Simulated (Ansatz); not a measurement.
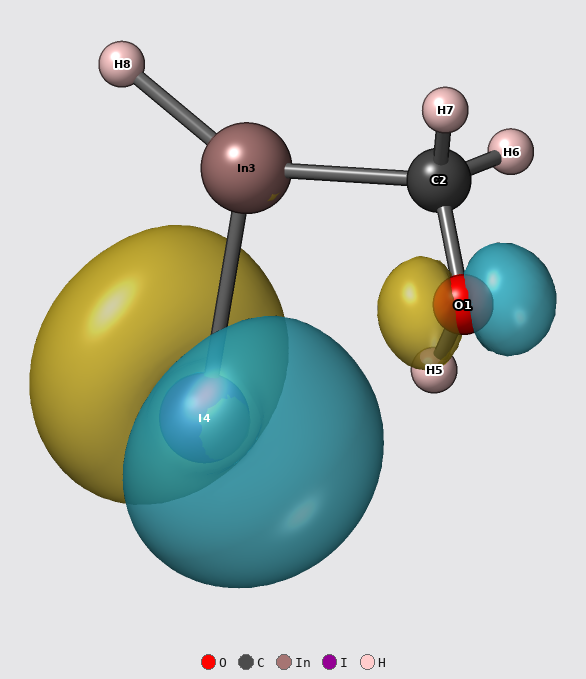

The picture shows: CH4IInO (SMILES O[CH2][InH][I]). The HOMO−1 at ±0.1 Å⁻³ᐟ² (yellow and cyan are the two phases), seen at a tilt.

Geometry: PBE0-D4/def2-TZVP; core potentials replace the inner electrons of In and I.

Theory: RKS PBE0-D4/def2-TZVPP in Ansatz.

Input

```
crystal:
  periodic: [false, false, false]
  atoms:
    - {symbol: O, position_ang: [-0.283387, 1.648520, -0.093805]}
    - {symbol: C, position_ang: [0.348974, 0.671759, 0.685095]}
    - {symbol: In, position_ang: [0.381047, -1.260328, -0.315648]}
    - {symbol: I, position_ang: [-1.833866, -1.135650, -1.875693]}
    - {symbol: H, position_ang: [-1.086913, 1.279802, -0.482030]}
    - {symbol: H, position_ang: [-0.134254, 0.531566, 1.661526]}
    - {symbol: H, position_ang: [1.373830, 0.999916, 0.866584]}
    - {symbol: H, position_ang: [1.234569, -2.735576, -0.446028]}
basis:
  gaussian: {orbitals: def2-TZVPP}
hamiltonian: {xc: pbe0, dispersion: d4}
output: {orbitals: {seedname: orbitals}}
```

Run with:

```sh
ansatz run in.yaml --threads 2 --pin off --events-out ev --progress --plain --max-ram 4352MiB
```

Question: Where does this orbital lie, and at what energy?

Answer: Its weight (Hirshfeld) is mainly on I4 (about 85 %) and In3 (about 5 %); largely a lone pair of I4. Its energy is −7.51 eV.
